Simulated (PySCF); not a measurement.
System: C₄H₅NOSe, SMILES OCc1ccn[se]1.

Vertical TDDFT excitations, PBE0/def2-SVPD in PySCF, at a GFN2-xTB geometry (no frequency check), gas phase.

### What does its absorption spectrum look like?

The lowest singlet lies at 5.06 eV (245 nm, f = 0.002) (S2 lies within 0.06 eV, too close to order); the brightest of the first 6 is S3 at 5.21 eV (238 nm), f = 0.074, mainly HOMO → LUMO (56 %). No singlet lies below 3.1 eV (beyond 400 nm), so at this level no vertical transition falls in the visible.


| state | E (eV) | λ (nm) | f | main character |
| --- | --- | --- | --- | --- |
| S1 | 5.06 | 245 | 0.002 | HOMO−2 → LUMO (69 %) |
| S2 | 5.11 | 243 | 0.023 | HOMO → LUMO+1 (41 %) |
| S3 | 5.21 | 238 | 0.074 | HOMO → LUMO (56 %) |
| S4 | 5.59 | 222 | 0.049 | HOMO−1 → LUMO (56 %) |
| S5 | 5.71 | 217 | 0.024 | HOMO−1 → LUMO+1 (59 %) |
| S6 | 5.92 | 209 | 0.007 | HOMO−3 → LUMO (86 %) |

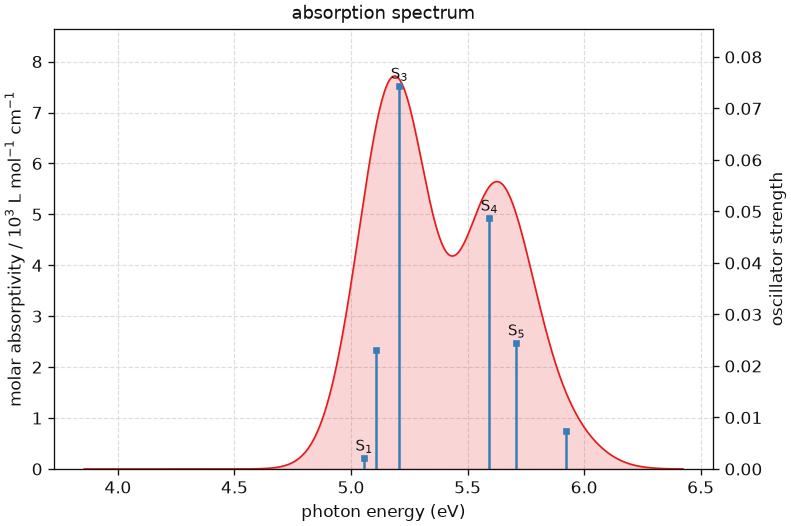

Only the first 6 singlet excitations are included; each is broadened by a Gaussian of 1/e half-width 0.20 eV. Sticks give oscillator strengths (right axis).

Caveats: the tight-binding geometry is rougher than a DFT one and adds to the error; spin-orbit coupling is left out, and with Se it can shift these levels and split any degenerate set; one conformer of a flexible molecule; core orbitals are frozen in the response.
